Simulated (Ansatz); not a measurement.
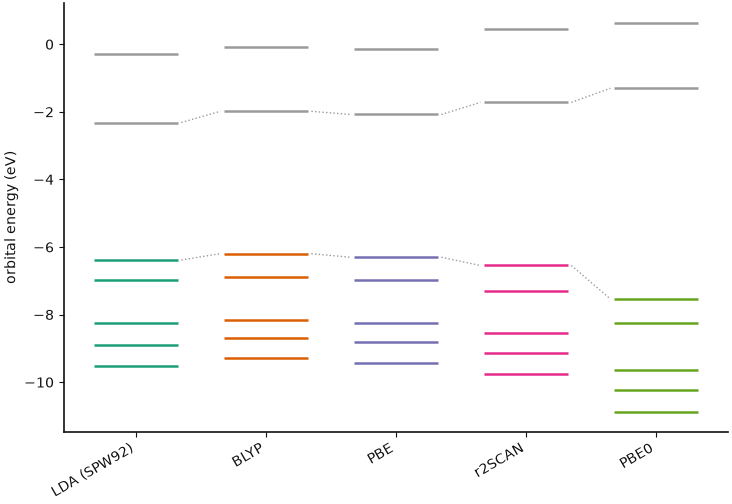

Frontier orbital energies of C₂H₇Al, SMILES C[CH2][AlH2], singlet at one geometry, def2-TZVPP, the Ansatz code 0.2.0, at a PBE0-D4/def2-TZVP geometry (a minimum by its frequencies). Empty levels are grey, levels within 0.1 eV stand side by side; all columns show the same few orbitals around the gap. Dotted lines join the HOMOs and the LUMOs.

> How do the frontier levels move from column to column?

The separation grows from 4.07 eV (LDA (SPW92)) to 6.24 eV (PBE0).

| level | HOMO (eV) | LUMO (eV) | separation (eV) |
| --- | --- | --- | --- |
| LDA (SPW92) | −6.38 | −2.32 | 4.07 |
| BLYP | −6.20 | −1.98 | 4.21 |
| PBE | −6.30 | −2.08 | 4.22 |
| r2SCAN | −6.55 | −1.72 | 4.83 |
| PBE0 | −7.54 | −1.30 | 6.24 |

Caveats, for all or some of the runs: empty levels above zero depend strongly on the basis.
